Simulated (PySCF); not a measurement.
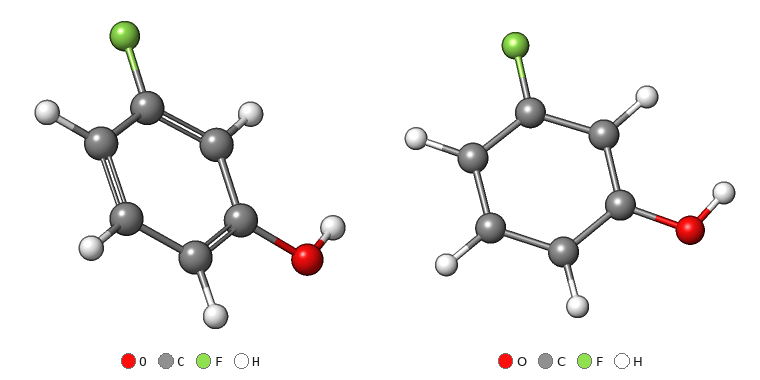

Two views of one molecule.

Identify the structure.

The molecule is C₆H₅FO. Its SMILES string is `Oc1cccc(F)c1`. Independent rings (smallest set): 1 of 6 members, 1 of them aromatic. Among its groups: phenol, C–F bond. The point group is Cs. All atoms lie on one plane. Coordination: 1 O bent; 6 C trigonal planar.

The parts below concern this one geometry. Atoms keep their numbers from picture to picture. Computed geometry: PBE0-D3(BJ)/def2-SVP optimisation. No frequency run is at hand to confirm it as a minimum.

## Shape

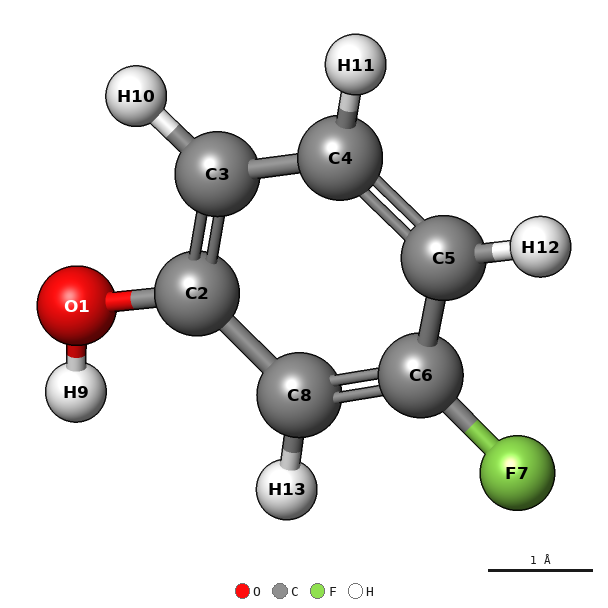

Atoms carry their numbers in the input. No frequency run is at hand to confirm it as a minimum.

Which atoms are bonded, and how long are the bonds?

| bond | length (Å) | order |
| --- | --- | --- |
| O1–C2 | 1.347 | single |
| O1–H9 | 0.963 | single |
| C2–C3 | 1.400 | aromatic |
| C2–C8 | 1.398 | aromatic |
| C3–C4 | 1.390 | aromatic |
| C3–H10 | 1.091 | single |
| C4–C5 | 1.396 | aromatic |
| C4–H11 | 1.092 | single |
| C5–C6 | 1.388 | aromatic |
| C5–H12 | 1.090 | single |
| C6–F7 | 1.332 | single |
| C6–C8 | 1.390 | aromatic |
| C8–H13 | 1.093 | single |

## Levels of theory compared

No frequency run is at hand to confirm it as a minimum. Program: PySCF 2.14.0.

Compare dipole (D), HOMO energy (eV), HOMO–LUMO gap (eV) at these levels: B3LYP/6-31G*; B3LYP/cc-pVTZ; B3LYP/def2-TZVP; B3LYP/pcJ-0; PBE0/pcSseg-0.

```csv
level,dipole (D),HOMO energy (eV),HOMO–LUMO gap (eV)
B3LYP/6-31G*,0.87,−6.11,6.08
B3LYP/cc-pVTZ,0.91,−6.44,5.93
B3LYP/def2-TZVP,0.89,−6.48,5.91
B3LYP/pcJ-0,0.89,−6.53,6.07
PBE0/pcSseg-0,0.83,−6.85,6.50
```

## Quadrupole coupling

No frequency run is at hand to confirm it as a minimum. Electric field gradients from the ground-state density, B3LYP/def2-TZVP (PySCF 2.14.0), non-relativistic apart from any core potentials.

Give the largest field-gradient component, the quadrupole coupling constant and the asymmetry for 17O at O1 (Q = −25.6 mb), 2H at H9 (Q = 2.86 mb), 2H at H10 (Q = 2.86 mb), 2H at H11 (Q = 2.86 mb), 2H at H12 (Q = 2.86 mb).

| atom | V_zz (a.u.) | e²qQ/h (MHz) | η |
| --- | --- | --- | --- |
| O1 | 1.661 | −9.99 | 0.82 |
| H9 | 0.475 | 0.319 | 0.12 |
| H10 | 0.290 | 0.195 | 0.07 |
| H11 | 0.287 | 0.193 | 0.05 |
| H12 | 0.292 | 0.196 | 0.08 |

## Spin–spin coupling

No frequency run is at hand to confirm it as a minimum. Level of theory: B3LYP/pcJ-0 indirect spin-spin coupling, non-relativistic, gas phase (PySCF 2.14.0). Isotopes: 13C, 19F, 1H, 17O.

Give the spin–spin coupling constants of these pairs, with the number of bonds between them: C6/F7, C5/F7, F7/C8, C2/F7, C4/F7, F7/H13.

| pair | bonds apart | J (Hz) |
| --- | --- | --- |
| C6, F7 | 1 | −386.0 |
| C5, F7 | 2 | −5.8 |
| F7, C8 | 2 | −4.2 |
| C2, F7 | 3 | −3.6 |
| C4, F7 | 3 | −1.4 |
| F7, H13 | 3 | 7.1 |

Density functionals are unreliable for couplings to fluorine, so those rows may be far off.
